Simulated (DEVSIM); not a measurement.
System: Co/Al2O3/n-Si capacitor, at 400 K.

```csv
layer (left to right),material,thickness (nm),Nd (cm⁻³)
1,Al2O3,2.70,-
2,Si,13000,2.1e15
```

Metal gate on the left, work function 5 eV. Fixed charge at the semiconductor interface -5.8e10 cm⁻² (in units of +e); interface traps 3e11 cm⁻² eV⁻¹, uniform in energy, neutral level at 0.5 of the gap above the valence band.

The device is made up for the run: typed textbook-type constants, with dimensions and the other settings drawn at random. Values at 300 K; Nc and Nv go as T^1.5, mobilities as T to minus their exponent, the gap by Varshni's rule with the affinity fixed.

| parameter | Al2O3 | Si |
|---|---|---|
| gap (eV) | 6.8 | 1.124 |
| affinity (eV) | 1.35 | 4.05 |
| permittivity | 9 | 11.7 |
| Nc (cm⁻³) | - | 2.86e19 |
| Nv (cm⁻³) | - | 3.1e19 |
| Varshni α (eV/K) | - | 0.000473 |
| Varshni β (K) | - | 636 |

DEVSIM, 1D Poisson equation in equilibrium, Boltzmann statistics, complete ionisation; no quantum confinement or tunnelling. Metal contacts follow the ideal Schottky-Mott rule: no Fermi-level pinning, no interface dipoles.

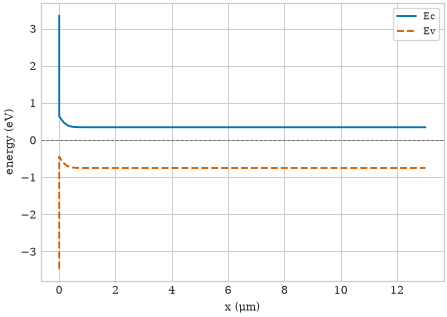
Figure: Band edges at 0.3 V on the gate

Energies count from the Fermi level of the right contact; mesh points crowd at the junctions.

```
x (μm)    Ec (eV)  Ev (eV)  n (cm⁻³)  p (cm⁻³)  field (V/cm)
--------  -------  -------  --------  --------  ------------
0.000       3.350   -3.450     < 1e2     < 1e2        -12000
0.001047    3.349   -3.451     < 1e2     < 1e2        -12000
0.002134    3.348   -3.453     < 1e2     < 1e2        -12000
0.003224    0.646   -0.450    3.2e11    1.0e14        -13000
0.006695    0.642   -0.455    3.6e11    8.9e13        -13000
0.01357     0.633   -0.464    4.7e11    6.8e13        -13000
0.02961     0.612   -0.484    8.5e11    3.8e13        -12000
0.08745     0.546   -0.550    5.8e12    5.6e12        -10000
0.2020      0.447   -0.649    1.0e14    3.2e11         -6800
0.4694      0.355   -0.741    1.5e15    2.2e10         -1100
1.093       0.343   -0.753    2.1e15    1.5e10           ≈ 0
3.342       0.343   -0.753    2.1e15    1.5e10           ≈ 0
7.516       0.343   -0.753    2.1e15    1.5e10           ≈ 0
10.65       0.343   -0.753    2.1e15    1.5e10           ≈ 0
12.26       0.343   -0.753    2.1e15    1.5e10           ≈ 0
12.69       0.343   -0.753    2.1e15    1.5e10           ≈ 0
12.87       0.343   -0.753    2.1e15    1.5e10           ≈ 0
12.95       0.343   -0.753    2.1e15    1.5e10           ≈ 0
12.98       0.343   -0.753    2.1e15    1.5e10           ≈ 0
13.00       0.343   -0.753    2.1e15    1.5e10           ≈ 0
13.00       0.343   -0.753    2.1e15    1.5e10           ≈ 0
13.00       0.343   -0.753    2.1e15    1.5e10           ≈ 0
```
